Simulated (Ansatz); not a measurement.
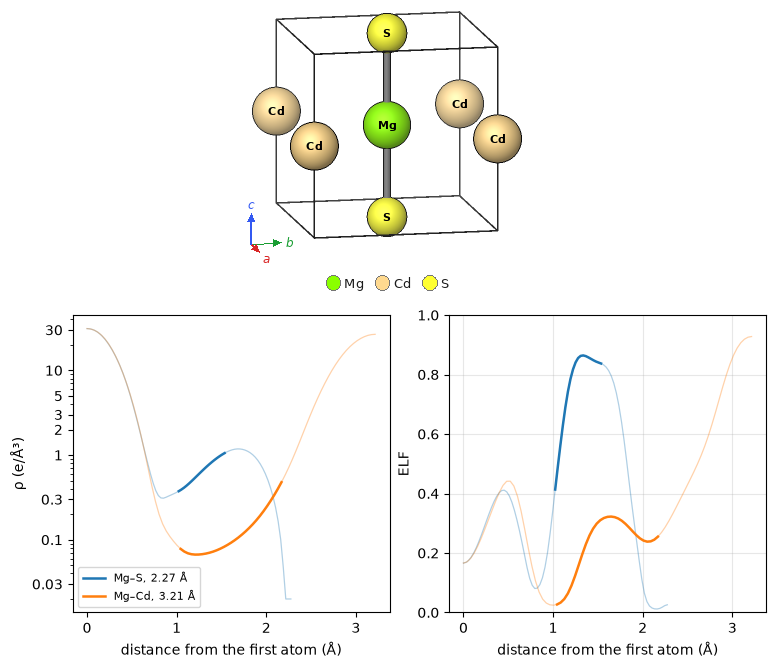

Figure 1: MgCdS. Valence charge density (pseudo) and electron localisation function along straight lines between neighbouring atoms. Thin, pale parts lie inside the atomic spheres. The structure is drawn too.

Space group P4/mmm; a structure generated by program, which may or may not match a known phase.

The calculation used Ansatz 0.2.0, DFT PBE, scalar-relativistic, plane waves, PAW.

Core electrons are frozen (PAW), and the valence fields are smoothed inside the atomic spheres.

The calculation's input:

```
crystal:
  lattice:
    - [4.5190116049, 0.0, 0.0]
    - [0.0, 4.5190116049, 0.0]
    - [0.0, 0.0, 4.555778745]
  atoms:
    - { symbol: Mg, position: [0.5, 0.5, 0.5] }
    - { symbol: Cd, position: [0.0, 0.0, 0.5] }
    - { symbol: S, position: [0.5, 0.5, 0.0] }
basis:
  ecutwfc: 420
kpoints:
  mp_grid: { grid: [8, 8, 8] }
hamiltonian:
  xc: pbe
scf:
  occupations: { method: gaussian, width: 0.01 }
output:
  forces: true
  stress: true
  eigenvalues: true
  write_density: true
  write_potential: true
  elf: true
  volumetric_format: npy
relax:
  adjacent_minimum: "off"
  f_tol: 0.01
  max_steps: 80
  cell: { stress_tol: 0.05 }
```

Command:

```sh
ansatz run input.yaml --threads 1 --pin off --max-ram 2560MiB --backend cpu --events-out ev --progress --plain --runs-dir out
```

Below, planes, directions and counts refer to the conventional cell (a = 4.55 Å, b = 4.55 Å, c = 4.55 Å, α = 90.00°, β = 90.00°, γ = 90.00°).

The fields are those of the run's last geometry, not of the input's.

Question: Compare the contacts.

Answer: Mg–S (2.27 Å): the density is about 0.46 e/Å³ at the midpoint; the ELF peaks at about 0.85 in the valence shell of S, 0.9 Å from its nucleus, and falls to about 0.10 next to Mg (a largely ionic contact).
Mg–Cd (3.21 Å): the density is about 0.09 e/Å³ at the midpoint, with its minimum of 0.07 e/Å³ about 1.2 Å from Mg; the ELF is about 0.30 at the midpoint.
